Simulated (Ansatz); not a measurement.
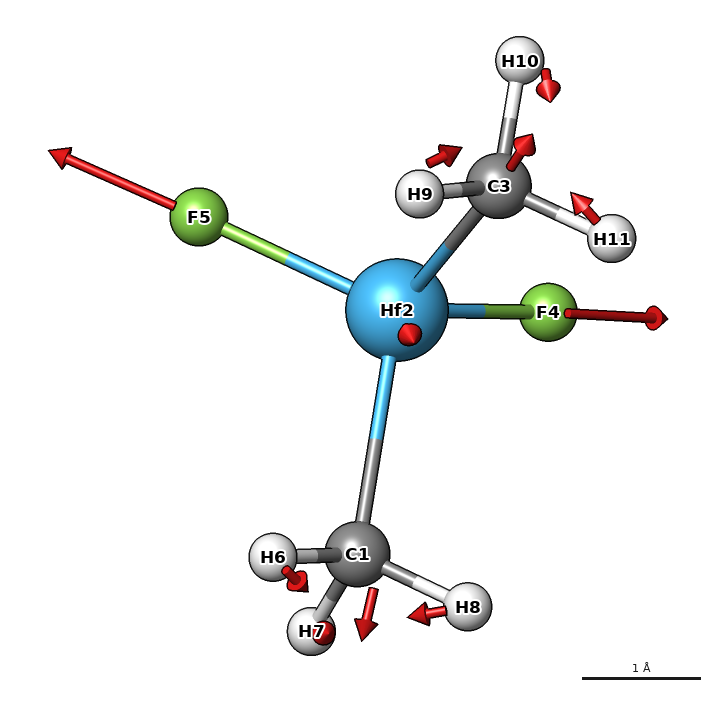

Arrows show the forces on the atoms, 20 Å of arrow for 1 eV/Å; forces under a tenth of the largest aren't drawn. The species is neutral and a spin singlet. Level of theory: r2SCAN-D4/def2-TZVPP (Ansatz 0.2.0).

List the force components in the frame of the picture (x right, y up, z towards the viewer), in eV/Å.

```csv
atom,Fx,Fy,Fz
C1,−0.01,−0.02,0.00
Hf2,0.00,−0.01,0.02
C3,0.01,0.01,0.02
F4,0.04,0.00,−0.04
F5,−0.05,0.02,−0.01
H6,0.01,−0.01,−0.01
H7,0.01,0.00,0.02
H8,−0.02,0.00,0.00
H9,0.01,0.01,−0.01
H10,0.00,−0.01,0.01
H11,−0.01,0.01,0.00
```
